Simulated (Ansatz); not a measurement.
**BH2ClO (SMILES OBCl): CCSDT(Q)/STO-3G**

What is the vertical singlet–triplet gap of BH2ClO at CCSDT(Q)/STO-3G? 

Program for the calculation: Ansatz 0.2.0.

65 further runs of the same task are left out: 4 that didn't finish, 61 set aside as unsound or not needed.

### Step 1. The structure to begin with

BH2ClO has 5 atoms, charge 0, and is taken as a singlet. As SMILES, `OBCl`. The coordinates come from a PBE0-D4/def2-TZVP relaxation. This is one conformer, not always the lowest.

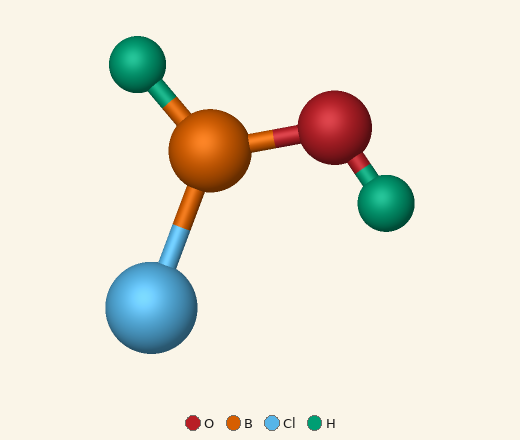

The structure, seen from a chosen angle (oxygen red, boron orange, chlorine blue, hydrogen teal).

### Step 2. The energy at CCSDT(Q)/STO-3G

File input.yaml:

```yaml
crystal:
  periodic: [false, false, false]
  atoms:
    - {symbol: O, position_ang: [-0.863300, -0.618600, -0.002900]}
    - {symbol: B, position_ang: [0.379000, -0.137200, 0.137900]}
    - {symbol: Cl, position_ang: [0.788600, 1.496000, -0.395300]}
    - {symbol: H, position_ang: [-1.477700, 0.001200, -0.409700]}
    - {symbol: H, position_ang: [1.223300, -0.815100, 0.628600]}
basis:
  gaussian:
    orbitals: STO-3G
correlation:
  method: ccsdt_q
  frozen_orbitals: {B: 1, Cl: 5, H: 0, O: 1}
accuracy: high
scf:
  omitted_lower_state_checks: [cluster_reference, increment]
```

Run with:

```bash
ansatz run input.yaml --threads 1 --pin off --max-ram 2610MiB --events-out events.jsonl --progress --plain --runs-dir runs
```

Log:

```text
Warning: RAYON_NUM_THREADS=1 ignored (pool sized by the plan → 1); use --threads N
Functional definition: HF
  name "HF"
  exchange = exact_x
  correlation = 0
these checks for a lower state are left out or cut short: cluster_reference, increment
374 factors; integrals over basis functions are off by at most 3.1e-8 eV
mean field evaluation 1: about -15074.4794 eV, gradient 2.2e1 eV
mean field evaluation 2: about -15074.5396 eV, gradient 2.2e1 eV
mean field evaluation 4: about -15076.3835 eV, gradient 1.5e0 eV
mean field evaluation 8: about -15076.3927 eV, gradient 2.8e-5 eV
mean field -15076.39272504 eV, -554.0472134992 hartree, gradient 2.7e-8 eV, S^2 0.000000; 0 other end points of the search recorded, 0 dependent functions left out
7 core orbitals not correlated: weight in the atoms' cores, before any rotation towards them, 1.000 or more for the frozen orbitals, at most 0.000 for the correlated occupied ones
reference -15076.39272504 eV, -554.0472134992 hartree; 9, 9 occupied and 5, 5 virtual orbitals, 374 factors
second order -2.42964819 eV of doubles, -0.00000000 eV of singles
cycle   1  -2.70744418 eV  change   -2.8e-1 eV  update   8.7e-2
cycle   2  -2.97198019 eV  change   -2.6e-1 eV  update   3.6e-2
cycle   3  -3.09849036 eV  change   -1.3e-1 eV  update   2.0e-2
cycle   4  -3.10705822 eV  change   -8.6e-3 eV  update   5.2e-3
cycle   5  -3.10419045 eV  change    2.9e-3 eV  update   2.6e-3
cycle   6  -3.10323828 eV  change    9.5e-4 eV  update   6.7e-4
cycle   7  -3.10328927 eV  change   -5.1e-5 eV  update   2.7e-4
cycle   8  -3.10331958 eV  change   -3.0e-5 eV  update   9.9e-5
cycle   9  -3.10332058 eV  change   -1.0e-6 eV  update   3.2e-5
cycle  10  -3.10332466 eV  change   -4.1e-6 eV  update   1.0e-5
cycle  11  -3.10332202 eV  change    2.6e-6 eV  update   3.4e-6
cycle  12  -3.10332307 eV  change   -1.1e-6 eV  update   1.4e-6
cycle  13  -3.10332289 eV  change    1.8e-7 eV  update   4.3e-7
cycle  14  -3.10332300 eV  change   -1.1e-7 eV  update   1.4e-7
cycle  15  -3.10332301 eV  change   -5.9e-9 eV  update   4.9e-8
cycle  16  -3.10332303 eV  change   -1.8e-8 eV  update   1.7e-8
cycle  17  -3.10332286 eV  change    1.6e-7 eV  update   7.1e-8
cycle  18  -3.10332284 eV  change    2.1e-8 eV  update   2.3e-8
cycle  19  -3.10332282 eV  change    2.5e-8 eV  update   8.4e-9
cycle  20  -3.10332282 eV  change   3.5e-10 eV  update   3.1e-9
cycle  21  -3.10332282 eV  change   9.8e-10 eV  update   1.1e-9
perturbative correction 0.00525392 eV, 0.0001930780 hartree
Total energy: -15079.49079394 eV, -554.1610654312 hartree
Checks for a lower state left out: cluster_reference, increment
```

Wall time 0.42 s (1 thread of Arm Neoverse V1, shared host).

### Step 3. The triplet, same level

File molecule.yaml:

```yaml
crystal:
  periodic: [false, false, false]
  atoms:
    - {symbol: O, position_ang: [-0.863300, -0.618600, -0.002900]}
    - {symbol: B, position_ang: [0.379000, -0.137200, 0.137900]}
    - {symbol: Cl, position_ang: [0.788600, 1.496000, -0.395300]}
    - {symbol: H, position_ang: [-1.477700, 0.001200, -0.409700]}
    - {symbol: H, position_ang: [1.223300, -0.815100, 0.628600]}
basis:
  gaussian: {orbitals: STO-3G}
magnetization: {spin_polarized: true, initial_magnetization: 2}
correlation: {method: ccsdt_q, frozen_orbitals: {B: 1, Cl: 5, H: 0, O: 1}}
accuracy: high
scf: {omitted_lower_state_checks: [cluster_reference, increment]}
```

Run with:

```bash
ansatz run molecule.yaml --threads 1 --pin off --max-ram 2610MiB --events-out events.jsonl --progress --plain --runs-dir runs
```

Log:

```text
Warning: RAYON_NUM_THREADS=1 ignored (pool sized by the plan → 1); use --threads N
[... 13 lines left out ...]
7 core orbitals not correlated: weight in the atoms' cores, before any rotation towards them, 1.000 or more for the frozen orbitals, at most 0.000 for the correlated occupied ones
[... 44 lines left out ...]
Total energy: -15071.61777658 eV, -553.8717373800 hartree
Checks for a lower state left out: cluster_reference, increment
```

It took 2.2 s on 1 thread of Arm Neoverse V1, shared host; peak memory 0.12 GiB.

### Step 4. Results

At CCSDT(Q)/STO-3G, 7 core orbitals frozen:

```
                                            quantity          value
                               singlet: total energy  -554.16107 Eh
singlet: correlation energy (7 core orbitals frozen)     -113.9 mEh
                              singlet: T1 diagnostic          0.016
                               triplet: total energy  -553.87174 Eh
triplet: correlation energy (7 core orbitals frozen)      -79.1 mEh
          triplet: ⟨S²⟩ of the reference determinant          2.017
                              triplet: T1 diagnostic          0.031
    vertical energy of the triplet above the singlet       7.873 eV
```

**Reading.** At this shape the triplet lies 7.87 eV (760 kJ/mol) above the singlet. In a minimal basis such a difference can be off by several eV, whatever the method.
